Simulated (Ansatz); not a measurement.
# BCCD(T)/def2-SVP run of Si2H4ClF (SMILES F[SiH]([SiH3])Cl)

What is the energy change on altering one bond length of Si2H4ClF at BCCD(T)/def2-SVP? 

Program for the calculation: Ansatz 0.2.0.

68 further runs of the same task are left out: 68 set aside as unsound or not needed. Runs told in other sessions of the task aren't counted.

### 1 Starting point

Si2H4ClF has 8 atoms, charge 0, and is taken as a singlet. As SMILES, `F[SiH]([SiH3])Cl`. Geometry: relaxed at PBE0-D4/def2-TZVP.

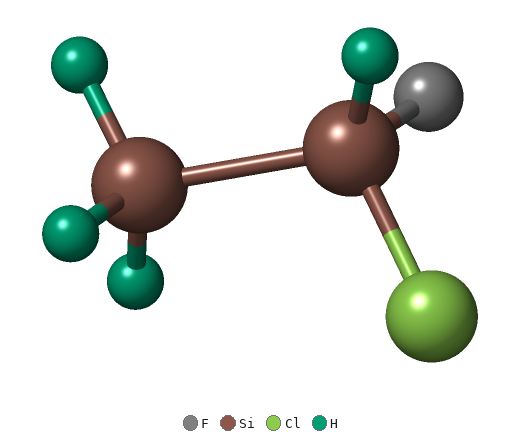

The structure, seen from a chosen angle (fluorine grey, silicon brown, chlorine green, hydrogen teal).

### 2 A single-point energy at BCCD(T)/def2-SVP

run.yaml

```yaml
crystal:
  periodic: [false, false, false]
  atoms:
    - symbol: F
      position_ang: [-1.329000, 1.796800, 0.161200]
    - symbol: Si
      position_ang: [-0.382900, 0.812800, -0.667700]
    - symbol: Si
      position_ang: [0.539000, -0.793000, 0.761300]
    - symbol: Cl
      position_ang: [-1.534100, -0.130100, -2.075900]
    - symbol: H
      position_ang: [0.596600, 1.655400, -1.392300]
    - symbol: H
      position_ang: [1.355700, -0.131100, 1.812300]
    - symbol: H
      position_ang: [1.403500, -1.693800, -0.044400]
    - symbol: H
      position_ang: [-0.556600, -1.574100, 1.389600]
basis:
  gaussian:
    orbitals: def2-SVP
scf:
  omitted_lower_state_checks: [cluster_reference, increment]
correlation:
  method: bccd_t
  frozen_orbitals: {Cl: 5, F: 1, H: 0, Si: 5}
accuracy: high
```

Launch:

```bash
$ ansatz run run.yaml --threads 1 --pin off --max-ram 3480MiB --events-out events.jsonl --progress --plain --runs-dir runs
```

Standard output, shortened:

```text
Warning: RAYON_NUM_THREADS=1 ignored (pool sized by the plan → 1); use --threads N
Functional definition: HF
  name "HF"
[...]
1801 factors; integrals over basis functions are off by at most 5.2e-9 eV
[...]
mean field -30989.03213763 eV, -1138.8259259375 hartree, gradient 8.6e-9 eV, S^2 0.000000; 0 other end points of the search recorded, 0 dependent functions left out
16 core orbitals not correlated: weight in the atoms' cores, before any rotation towards them, 1.000 or more for the frozen orbitals, at most 0.000 for the correlated occupied ones
reference -30989.03213763 eV, -1138.8259259375 hartree; 13, 13 occupied and 59, 59 virtual orbitals, 1801 factors
second order -13.94125694 eV of doubles, -0.00000000 eV of singles
cycle   1  -14.80577043 eV  change   -8.6e-1 eV  update   9.0e-2
[...]
cycle  19  -15.25215873 eV  change    1.2e-9 eV  update   2.8e-9
perturbative correction -0.33596620 eV, -0.0123465300 hartree
Total energy: -31004.62026255 eV, -1139.3987789624 hartree
Checks for a lower state left out: cluster_reference, increment
```

Wall time 19 s (1 thread of Intel Xeon Platinum 8259CL at 2.50GHz (Skylake/Cascade Lake), shared host); peak memory 0.58 GiB.

### 3 The distorted shape

input.yaml

```yaml
crystal:
  periodic: [false, false, false]
  atoms:
    - {symbol: F, position_ang: [-1.475946, 1.670392, 0.269905]}
    - {symbol: Si, position_ang: [-0.529846, 0.686392, -0.558995]}
    - {symbol: Si, position_ang: [0.392054, -0.919408, 0.870005]}
    - {symbol: Cl, position_ang: [-1.681046, -0.256508, -1.967195]}
    - {symbol: H, position_ang: [0.596600, 1.655400, -1.392300]}
    - {symbol: H, position_ang: [1.208754, -0.257508, 1.921005]}
    - {symbol: H, position_ang: [1.256554, -1.820208, 0.064305]}
    - {symbol: H, position_ang: [-0.703546, -1.700508, 1.498305]}
basis:
  gaussian:
    orbitals: def2-SVP
correlation:
  method: bccd_t
  frozen_orbitals: {Cl: 5, F: 1, H: 0, Si: 5}
accuracy: high
scf:
  omitted_lower_state_checks: [cluster_reference, increment]
```

Launch:

```bash
$ ansatz run input.yaml --threads 1 --pin off --max-ram 3480MiB --events-out events.jsonl --progress --plain --runs-dir runs
```

Standard output, shortened:

```text
Warning: RAYON_NUM_THREADS=1 ignored (pool sized by the plan → 1); use --threads N
[... 2 set-up lines as earlier in the session ...]
[...]
1792 factors; integrals over basis functions are off by at most 5.0e-9 eV
[...]
mean field -30988.63016082 eV, -1138.8111535623 hartree, gradient 9.7e-9 eV, S^2 0.000000; 0 other end points of the search recorded, 0 dependent functions left out
16 core orbitals not correlated: weight in the atoms' cores, before any rotation towards them, 1.000 or more for the frozen orbitals, at most 0.000 for the correlated occupied ones
reference -30988.63016082 eV, -1138.8111535623 hartree; 13, 13 occupied and 59, 59 virtual orbitals, 1792 factors
second order -13.97351230 eV of doubles, -0.00000000 eV of singles
cycle   1  -14.83426032 eV  change   -8.6e-1 eV  update   9.3e-2
[...]
cycle  20  -15.29567639 eV  change  -1.1e-10 eV  update   1.1e-9
perturbative correction -0.34656793 eV, -0.0127361365 hartree
Total energy: -31004.27240514 eV, -1139.3859954381 hartree
Checks for a lower state left out: cluster_reference, increment
```

It took 20 s on 1 thread of Intel Xeon Platinum 8259CL at 2.50GHz (Skylake/Cascade Lake), shared host; peak memory 0.58 GiB.

### 4 Outcome

At BCCD(T)/def2-SVP, 16 core orbitals frozen:

| quantity | value |
| --- | --- |
| first shape: total energy | -1139.39878 Eh |
| first shape: correlation energy (16 core orbitals frozen) | -572.9 mEh |
| first shape: (T) correction | -12.35 mEh |
| distorted shape: total energy | -1139.38600 Eh |
| distorted shape: correlation energy (16 core orbitals frozen) | -574.8 mEh |
| distorted shape: (T) correction | -12.74 mEh |
| energy change with the Si2–H5 bond stretched from 1.481 to 1.704 Å | 0.348 eV |

What this shows: With the Si2–H5 bond stretched from 1.481 to 1.704 Å the energy rises by 0.35 eV (8.0 kcal/mol). The first shape isn't relaxed at this level, so the change isn't measured from a minimum. The triples (first shape) make up 2.2 % of the correlation energy. The triples (distorted shape) make up 2.2 % of the correlation energy.
